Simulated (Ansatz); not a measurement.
## CH4Se: a line through the functionals

CH4Se has 6 atoms, charge 0, and is taken as a singlet. SMILES: `C[SeH]`. Geometry: relaxed at PBE0-D4/def2-TZVP.

The electronic atomisation energy y, in eV, basis def2-SVPD; a is the functional's share of exact exchange. Programs: Ansatz 0.2.0.

| functional | program | a | y (eV) |
| --- | --- | --- | --- |
| PBE | Ansatz | 0 | 20.04 |
| r2SCAN | Ansatz | 0 | 19.85 |
| B3LYP | Ansatz | 0.2 | 19.73 |
| PBE0 | Ansatz | 0.25 | 19.81 |
| r2SCAN0 | Ansatz | 0.25 | ? |
| BHLYP | Ansatz | 0.5 | 19.30 |

Fit y = c + s·a to the known rows and predict r2SCAN0.


1. Means of the 5 rows: a = 0.1900, y = 19.746.
2. Σ(Δa)² = 0.172, Σ(Δa·Δy) = -0.2102, so the slope is -0.2102/0.172 = -1.2221.
3. Intercept: 19.746 − (-1.2221) × 0.1900 = 19.978. The largest residual of the fit is 0.14.
4. r2SCAN0: 19.978 + (-1.2221) × 0.25 = 19.67 eV.

The run gave 19.65 eV, so the prediction is off by +0.02 eV, within the scatter of the fit. The rows mix families of semi-local functionals, which the line can't see.

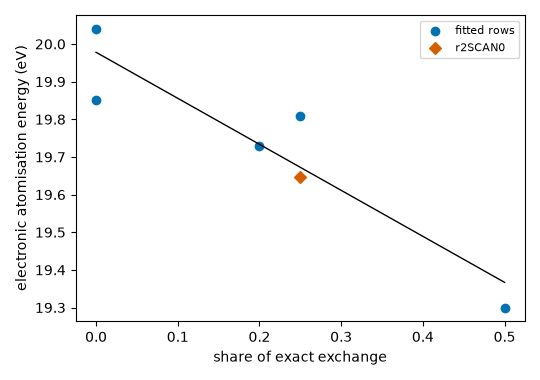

The fitted line, with the withheld row.
